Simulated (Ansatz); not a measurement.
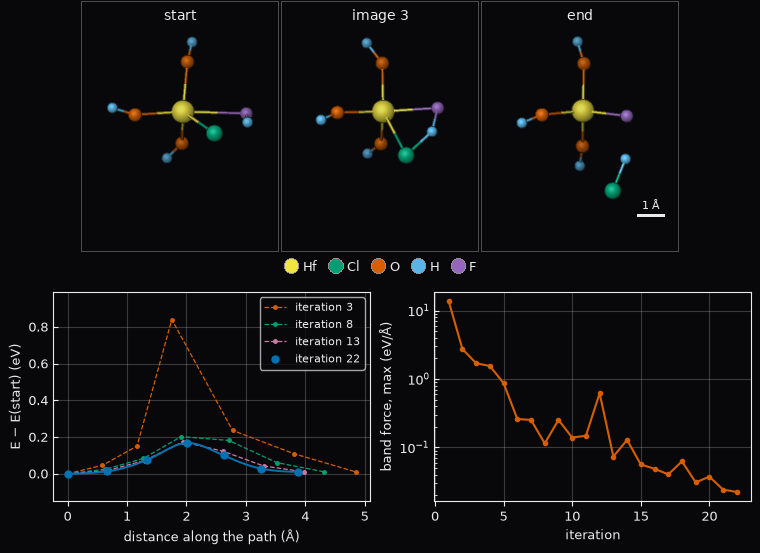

NEB run on HfH4O3ClF. Images are numbered from 0 (start) to 6 (end). The plot follows the band through its iterations. The picture is a ball-and-stick view, seen face on.

These are results of RKS PBE/def2-SVP (Ansatz), not measurements. Run with 5 movable images; climbing image; force threshold 0.03 eV/Å; iteration limit 60; starting path through a guess of the saddle point.

Q: Judge this run.

A: The result is final at these settings. The band converged in 22 iterations. The largest component of the band force went from 14 to 0.022 eV/Å. The climbing image converged on the top of the path. Its vibrational analysis gives one imaginary mode (142i cm⁻¹), as a transition state must have. The first iteration put the highest image at 2.541 eV. The energy climbs by 0.167 eV to image 3 and then falls by 0.157 eV, so the end point sits at +0.010 eV.

Cost: 3 min on 4 threads of Arm Neoverse V1, on a shared host, peak memory 0.19 GiB.
